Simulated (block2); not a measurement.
# DMRG/STO-6G run of GeH2Cl (SMILES [Cl][GeH2])

What is the vertical ionisation energy of GeH2Cl at DMRG/STO-6G? Input form: a Python script.

The results are computed with block2 0.5.4.

5 further runs of the same task are left out: 3 that didn't finish, 2 set aside as unsound or not needed.

### 1 The molecule

GeH2Cl: 4 atoms, total charge 0, spin state doublet. As SMILES, `[Cl][GeH2]`. Geometry: relaxed at PBE0-D4/def2-TZVP.

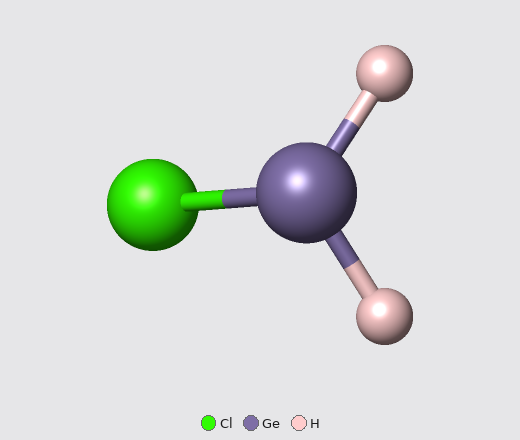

Viewed from a chosen angle; chlorine green, germanium purple, hydrogen pink.

### 2 The energy at DMRG/STO-6G

The input, job.py:

```python
import numpy as np
from pyscf import cc, dft, gto, mcscf, mp, scf
from pyblock2._pyscf.ao2mo import integrals as itg
from pyblock2.driver.core import DMRGDriver, SymmetryTypes

mol = gto.M(atom="""
Cl    -1.562900     0.305200     0.993500
Ge     0.106700    -0.451100    -0.141600
H      0.072700     0.259600    -1.514200
H      1.383400    -0.113700     0.662300
""", basis="sto-6g", charge=0, spin=1, verbose=3)
print("nao: %d" % (mol.nao))
mf = scf.ROHF(mol)
mf.conv_tol = 1e-10
mf.max_cycle = 200
mf.kernel()
if not mf.converged:
    mf = mf.newton().run(mf.mo_coeff, mf.mo_occ)
print(f"SCF energy: {mf.e_tot:.10f}")
ref = scf.UHF(mol).run(mf.make_rdm1(), conv_tol=1e-10)
pt = mp.MP2(ref, frozen=14).run()
mycc = cc.CCSD(ref, frozen=14)
mycc.max_cycle = 150
mycc.kernel()
print("MP2 total energy: %.10f" % (pt.e_tot))
if mycc.converged:
    print("CCSD total energy: %.10f" % (mycc.e_tot))
    print("E(CCSD(T)): %.10f" % (mycc.e_tot + mycc.ccsd_t()))
ks = dft.UKS(mol, xc="wb97x").set(conv_tol=1e-9, verbose=3).run(mf.make_rdm1())
if ks.converged:
    print("E(wB97X): %.8f" % (ks.e_tot))
ks = dft.UKS(mol, xc="bhandhlyp").set(conv_tol=1e-9, verbose=3).run(mf.make_rdm1())
if ks.converged:
    print("E(BHLYP): %.8f" % (ks.e_tot))
ks = dft.UKS(mol, xc="pbe").set(conv_tol=1e-9, verbose=3).run(mf.make_rdm1())
if ks.converged:
    print(f"E(PBE): {ks.e_tot:.8f}")
occ_no, mo = mcscf.addons.make_natural_orbitals(mp.MP2(mf.to_uhf(), frozen=14).run())
mf.mo_coeff = mo
ncas, n_elec, spin, ecore, h1e, g2e, orb_sym = itg.get_rhf_integrals(mf, ncore=14, ncas=15, pg_symm=False, g2e_symm=1)
dmrg = DMRGDriver(scratch="./tmp", symm_type=SymmetryTypes.SU2, stack_mem=1500 << 20, n_threads=1)
idx = dmrg.orbital_reordering(h1e, g2e, method="fiedler")
print("orbital order:", idx.tolist())
h1e = h1e[np.ix_(idx, idx)]
g2e = g2e[np.ix_(idx, idx, idx, idx)]
orb_sym = np.array(orb_sym)[idx]
dmrg.initialize_system(n_sites=ncas, n_elec=n_elec, spin=spin, orb_sym=orb_sym)
mpo = dmrg.get_qc_mpo(h1e=h1e, g2e=g2e, ecore=ecore, iprint=1)
occs = np.array([1.9] * 11 + [1.0] * 1 + [0.1] * 3)[idx]
psi = dmrg.get_random_mps(tag="GS", bond_dim=25, nroots=1, occs=occs)
bond_dims = [25] * 2 + [50] * 4 + [100] * 2
noises = [0.0001] * 2 + [0.0001] * 4 + [1e-05] * 2 + [0]
thrds = [1e-07] * 8
e = dmrg.dmrg(mpo, psi, n_sweeps=14, tol=1e-06, bond_dims=bond_dims, noises=noises, thrds=thrds, iprint=2)
ms, dws, es = dmrg.get_dmrg_results()
print("discarded weight: %.3e" % (dws[-1]))
print(f"total energy: {e:.10f}")
dm1 = dmrg.get_1pdm(psi)
print("occupation numbers:", np.round(np.linalg.eigvalsh(dm1)[::-1], 5).tolist())
c_act = mf.mo_coeff[:, 14:29][:, idx]
dm_ao = c_act @ dm1 @ c_act.T + 2 * mf.mo_coeff[:, :14] @ mf.mo_coeff[:, :14].T
print("dipole / D:", np.round(scf.hf.dip_moment(mol, dm_ao, verbose=0), 4).tolist())
print("largest bipartite entropy: %.4f" % (max(dmrg.get_bipartite_entanglement(psi))))
csf, coef = dmrg.get_csf_coefficients(psi, cutoff=0.05, iprint=1)
print("c0^2: %.4f" % (np.max(np.abs(coef)) ** 2))
ci = mcscf.CASCI(mf, 15, (12, 11))
ci.fix_spin_(ss=0.75)
ci.fcisolver.conv_tol = 1e-10
ci.fcisolver.max_cycle = 200
ci.kernel()
print("E(FCI): %.10f" % (ci.e_tot))
```

Started as:

```sh
$ python job.py
```

What it wrote:

```text
nao: 29
converged SCF energy = -2523.44610592948
SCF energy: -2523.4461059295
converged SCF energy = -2523.44641552131  <S^2> = 0.75184318  2S+1 = 2.0018423
E(UMP2) = -2523.47932434875  E_corr = -0.0329088274384056
E(SCS-UMP2) = -2523.48438392198  E_corr = -0.0379684006757369
E(UCCSD) = -2523.495156974235  E_corr = -0.04874145292717452
MP2 total energy: -2523.4793243487
CCSD total energy: -2523.4951569742
UCCSD(T) correction = -0.000697218686197578
E(CCSD(T)): -2523.4958541929
converged SCF energy = -2525.49831978005  <S^2> = 0.75146928  2S+1 = 2.0014687
E(wB97X): -2525.49831978
converged SCF energy = -2525.509593982  <S^2> = 0.75061448  2S+1 = 2.0006144
E(BHLYP): -2525.50959398

WARN: HOMO -0.00818668403503264 >= LUMO -0.00781465891015487

converged SCF energy = -2524.85647164216  <S^2> = 0.75083261  2S+1 = 2.0008324
E(PBE): -2524.85647164
E(UMP2) = -2523.47883548174  E_corr = -0.0327295522571189
E(SCS-UMP2) = -2523.48382983246  E_corr = -0.0377239029768327
orbital order: [10, 12, 9, 11, 8, 13, 14, 7, 5, 6, 3, 4, 2, 0, 1]
integral symmetrize error =  0.0
integral cutoff error =  0.0
mpo terms =      28934

[... 64 lines left out ...]
 <-- Site =   10-  11 .. Mmps =   25 Ndav =   2 E =  -2523.4708244395 Error = 4.40e-10 FLOPS = 1.33e+09 Tdav = 0.00 T = 0.02
[... 26 lines left out ...]
 --> Site =    7-   8 .. Mmps =   50 Ndav =   4 E =  -2523.4936767363 Error = 2.02e-08 FLOPS = 3.05e+09 Tdav = 0.01 T = 0.18
[... 26 lines left out ...]
 <-- Site =    2-   3 .. Mmps =   50 Ndav =   4 E =  -2523.4957809149 Error = 1.74e-05 FLOPS = 2.43e+09 Tdav = 0.00 T = 0.03
[... 35 lines left out ...]
 <-- Site =   12-  13 .. Mmps =    9 Ndav =   1 E =  -2523.4958311084 Error = 0.00e+00 FLOPS = 8.30e+08 Tdav = 0.00 T = 0.01
[... 26 lines left out ...]
 --> Site =    5-   6 .. Mmps =  100 Ndav =   4 E =  -2523.4960872668 Error = 2.87e-07 FLOPS = 4.35e+09 Tdav = 0.09 T = 0.22
[... 26 lines left out ...]
 <-- Site =    4-   5 .. Mmps =  100 Ndav =   4 E =  -2523.4961045662 Error = 3.85e-06 FLOPS = 4.54e+09 Tdav = 0.15 T = 0.30
[... 21 lines left out ...]
 --> Site =    8-   9 .. Mmps =  100 Ndav =   2 E =  -2523.4961118730 Error = 2.19e-13 FLOPS = 4.14e+09 Tdav = 0.04 T = 0.22
 --> Site =    9-  10 .. Mmps =  100 Ndav =   1 E =  -2523.4961118730 Error = 5.77e-19 FLOPS = 3.76e+09 Tdav = 0.01 T = 0.12
 --> Site =   10-  11 .. Mmps =   97 Ndav =   1 E =  -2523.4961118730 Error = 9.59e-20 FLOPS = 3.13e+09 Tdav = 0.00 T = 0.08
 --> Site =   11-  12 .. Mmps =   65 Ndav =   1 E =  -2523.4961118730 Error = 1.03e-19 FLOPS = 2.12e+09 Tdav = 0.00 T = 0.04
 --> Site =   12-  13 .. Mmps =   28 Ndav =   1 E =  -2523.4961118730 Error = 4.63e-20 FLOPS = 9.28e+08 Tdav = 0.00 T = 0.02
 --> Site =   13-  14 .. Mmps =    3 Ndav =   1 E =  -2523.4961118730 Error = 5.48e-21 FLOPS = 9.40e+07 Tdav = 0.00 T = 0.00
[... 8 lines left out ...]
discarded weight: 4.042e-06
total energy: -2523.4961199299
occupation numbers: [1.99993, 1.99993, 1.99977, 1.99968, 1.99957, 1.99945, 1.99862, 1.99634, 1.98412, 1.97389, 1.96624, 1.00265, 0.03214, 0.02598, 0.02169]
dipole / D: [2.0634, -1.31, -1.4671]
largest bipartite entropy: 0.2560
mps center changed (temporarily)
DTRIE T =      0.002
Number of CSF =          5 (cutoff =      0.05)
Sum of weights of included CSF =    0.967837557271374

CSF          0 202-20022222222  =   -0.977201001116299
CSF          1 002-22022222222  =    0.064041494604712
CSF          2 022-20022222222  =    0.059417528046323
CSF          3 200-20222222222  =    0.052486193887992
CSF          4 ++--2-022222222  =    0.050291196739475
c0^2: 0.9549
CASCI E = -2523.49614125926  E(CI) = -143.231366177408  S^2 = 0.7500000
E(FCI): -2523.4961412593
```

Run time: 55 s. Hardware: 1 thread of Arm Neoverse V2, shared host; peak memory 0.4 GiB.

### 3 The singlet cation: a single-point energy at DMRG/STO-6G

The input, dmrg.py:

```python
import numpy as np
from pyscf import cc, dft, gto, mp, scf
from pyblock2._pyscf.ao2mo import integrals as itg
from pyblock2.driver.core import DMRGDriver, SymmetryTypes

mol = gto.M(atom=[
    ("Cl", (-1.562900, 0.305200, 0.993500)),
    ("Ge", (0.106700, -0.451100, -0.141600)),
    ("H", (0.072700, 0.259600, -1.514200)),
    ("H", (1.383400, -0.113700, 0.662300)),
], basis="sto-6g", charge=1, verbose=4)
print("nao                           : %d" % (mol.nao))
mf = scf.UHF(mol)
mf.conv_tol = 1e-10
mf.max_cycle = 200
mf.kernel()
if not mf.converged:
    mf = mf.newton().run(mf.mo_coeff, mf.mo_occ)
# follow internal instabilities down to a minimum
for _ in range(5):
    mo, _, ok, _ = mf.stability(return_status=True)
    if ok:
        break
    mf.kernel(mf.make_rdm1(mo, mf.mo_occ))
print("E(HF)                         : %.10f" % (mf.e_tot))
print("<S^2> of the reference        : %.4f" % (mf.spin_square()[0]))
# single-reference ladder for comparison
ref = mf
pt = mp.MP2(ref, frozen=14).run()
mycc = cc.CCSD(ref, frozen=14)
mycc.max_cycle = 150
mycc.kernel()
print(f"E(MP2)                        : {pt.e_tot:.10f}")
if mycc.converged:
    print("CCSD total energy             : %.10f" % (mycc.e_tot))
    print(f"CCSD(T) total energy          : {mycc.e_tot + mycc.ccsd_t():.10f}")
# a few density functionals on the same geometry and basis
ks = dft.UKS(mol, xc="wb97x").set(conv_tol=1e-9, verbose=3).run(mf.make_rdm1())
if ks.converged:
    print("E(wB97X)                      : %.8f" % (ks.e_tot))
ks = dft.UKS(mol, xc="bhandhlyp").set(conv_tol=1e-9, verbose=3).run(mf.make_rdm1())
if ks.converged:
    print(f"E(BHLYP)                      : {ks.e_tot:.8f}")
ks = dft.UKS(mol, xc="pbe").set(conv_tol=1e-9, verbose=3).run(mf.make_rdm1())
if ks.converged:
    print("E(PBE)                        : %.8f" % (ks.e_tot))
ncas, n_elec, spin, ecore, h1e, g2e, orb_sym = itg.get_uhf_integrals(mf, ncore=14, ncas=15, pg_symm=False, g2e_symm=8)
driver = DMRGDriver(scratch="./tmp", symm_type=SymmetryTypes.SZ, stack_mem=1500 << 20, n_threads=1)
driver.initialize_system(n_sites=ncas, n_elec=n_elec, spin=spin, orb_sym=orb_sym)
mpo = driver.get_qc_mpo(h1e=h1e, g2e=g2e, ecore=ecore, iprint=1)
ket = driver.get_random_mps(tag="GS", bond_dim=112, nroots=1)
bond_dims = [112] * 2 + [225] * 2 + [450] * 2
noises = [0.0001] * 2 + [0.0001] * 2 + [1e-05] * 2 + [0]
thrds = [1e-07] * 6
e = driver.dmrg(mpo, ket, n_sweeps=12, tol=1e-06, bond_dims=bond_dims, noises=noises, thrds=thrds, iprint=2)
ms, dws, es = driver.get_dmrg_results()
print("DW                            : %.3e" % (dws[-1]))
print("total energy                  : %.10f" % (e))
dm1 = driver.get_1pdm(ket)
print("natural occupations           :", np.round(np.concatenate([np.linalg.eigvalsh(x)[::-1] for x in dm1]), 5).tolist())
print("orbital entropies             :", np.round(driver.get_orbital_entropies(ket, orb_type=1), 4).tolist())
print(f"largest bipartite entropy     : {max(driver.get_bipartite_entanglement(ket)):.4f}")
```

Started as:

```sh
$ python dmrg.py
```

What it wrote:

```text
[INPUT] verbose = 4
[INPUT] num. atoms = 4
[INPUT] num. electrons = 50
[INPUT] charge = 1
[INPUT] spin (= nelec alpha-beta = 2S) = 0
[INPUT] symmetry False subgroup None
[INPUT] Mole.unit = angstrom
[INPUT] Symbol           X                Y                Z      unit          X                Y                Z       unit  Magmom
[INPUT]  1 Cl    -1.562900000000   0.305200000000   0.993500000000 AA   -2.953452960083   0.576744413217   1.877442904755 Bohr   0.0
[INPUT]  2 Ge     0.106700000000  -0.451100000000  -0.141600000000 AA    0.201633777491  -0.852455454791  -0.267585219238 Bohr   0.0
[INPUT]  3 H      0.072700000000   0.259600000000  -1.514200000000 AA    0.137383089256   0.490572901937  -2.861423297816 Bohr   0.0
[INPUT]  4 H      1.383400000000  -0.113700000000   0.662300000000 AA    2.614247120723  -0.214861860363   1.251565612299 Bohr   0.0

nuclear repulsion = 161.647276340246
number of shells = 15
number of NR pGTOs = 174
number of NR cGTOs = 29
basis = sto-6g
ecp = {}
CPU time:         0.44
nao                           : 29

[... 162 lines left out ...]
integral cutoff error =  0.0
[... 64 lines left out ...]
 <-- Site =   12-  13 .. Mmps =   16 Ndav =   1 E =  -2523.2544089368 Error = 0.00e+00 FLOPS = 1.30e+09 Tdav = 0.00 T = 0.03
[... 24 lines left out ...]
 --> Site =    3-   4 .. Mmps =  121 Ndav =   1 E =  -2523.2571346557 Error = 0.00e+00 FLOPS = 2.81e+09 Tdav = 0.01 T = 0.08
[... 24 lines left out ...]
 <-- Site =    8-   9 .. Mmps =  225 Ndav =   4 E =  -2523.2575122856 Error = 4.43e-06 FLOPS = 4.84e+09 Tdav = 1.65 T = 2.48
[... 24 lines left out ...]
 --> Site =    7-   8 .. Mmps =  450 Ndav =   3 E =  -2523.2575241349 Error = 5.65e-10 FLOPS = 4.68e+09 Tdav = 2.26 T = 9.21
[... 24 lines left out ...]
 <-- Site =    4-   5 .. Mmps =  450 Ndav =   1 E =  -2523.2576042649 Error = 7.53e-11 FLOPS = 4.16e+09 Tdav = 0.24 T = 1.92
[... 24 lines left out ...]
 --> Site =   11-  12 .. Mmps =  159 Ndav =   1 E =  -2523.2576053059 Error = 3.40e-19 FLOPS = 2.90e+09 Tdav = 0.02 T = 0.49
[... 19 lines left out ...]
 <-- Site =    5-   6 .. Mmps =  365 Ndav =   1 E =  -2523.2576054221 Error = 1.06e-19 FLOPS = 4.54e+09 Tdav = 0.90 T = 3.08
 <-- Site =    4-   5 .. Mmps =  283 Ndav =   1 E =  -2523.2576054221 Error = 1.02e-19 FLOPS = 4.35e+09 Tdav = 0.21 T = 1.46
 <-- Site =    3-   4 .. Mmps =  192 Ndav =   1 E =  -2523.2576054221 Error = 1.16e-19 FLOPS = 3.75e+09 Tdav = 0.05 T = 0.51
 <-- Site =    2-   3 .. Mmps =   71 Ndav =   1 E =  -2523.2576054221 Error = 1.03e-19 FLOPS = 2.81e+09 Tdav = 0.01 T = 0.15
 <-- Site =    1-   2 .. Mmps =   19 Ndav =   1 E =  -2523.2576054221 Error = 2.99e-20 FLOPS = 1.06e+09 Tdav = 0.00 T = 0.03
 <-- Site =    0-   1 .. Mmps =    6 Ndav =   1 E =  -2523.2576054221 Error = 9.47e-21 FLOPS = 7.20e+07 Tdav = 0.00 T = 0.00
[... 8 lines left out ...]
DW                            : 4.578e-07
total energy                  : -2523.2576067918
natural occupations           : [0.99996, 0.99996, 0.99986, 0.99982, 0.99973, 0.99965, 0.99892, 0.99082, 0.98025, 0.97861, 0.97057, 0.03887, 0.01618, 0.0139, 0.0129, 0.99996, 0.99996, 0.99986, 0.99982, 0.99973, 0.99965, 0.99892, 0.99082, 0.98025, 0.97861, 0.97057, 0.03887, 0.01618, 0.0139, 0.0129]
orbital entropies             : [0.0219, 0.0053, 0.0025, 0.0052, 0.0066, 0.0087, 0.1288, 0.1469, 0.1897, 0.2589, 0.0613, 0.3312, 0.164, 0.1322, 0.131]
largest bipartite entropy     : 0.5881
```

Run time: 3.8 min. Hardware: 1 thread of Arm Neoverse V2, shared host; peak memory 1.6 GiB.

### 4 Summary of results

At DMRG/STO-6G, 14 core orbitals frozen:

| quantity | value |
| --- | --- |
| run 1, DMRG/STO-6G: total energy | -2523.49612 Eh |
| run 1, DMRG/STO-6G: dipole moment (of the density that the program reports) | 2.85 D |
| singlet cation: total energy | -2523.25761 Eh |
| vertical ionisation energy (to the singlet cation) | 6.490 eV |

Removing an electron at fixed nuclei costs 6.49 eV (150 kcal/mol). Only the singlet of the ionised species was computed; a triplet could lie lower. In a minimal basis such a difference can be off by several eV, whatever the method.
